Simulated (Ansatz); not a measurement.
Base system: CdSe in the wurtzite structure (space group P6_3mc, No. 186; a = 4.302 Å, c = 7.021 Å). Axes: x lies along a and z along c of the hexagonal cell.

Modification: the cell is stretched by 0.80 % along z with no lateral relaxation; the atoms relax in the strained cell.

Level of theory: plane-wave PAW DFT at the PBEsol level (Ansatz, a program for electronic structure, 420 eV), spin-orbit coupling left out.

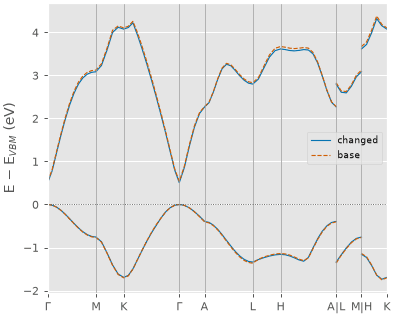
Fig. 1. Highest valence and lowest conduction band along the path, each from its own valence-band maximum

### Question
Read the changed gap and its character from the plot.

### Answer
About 0.5 eV, direct at Γ.

Stability against distortions was not tested.
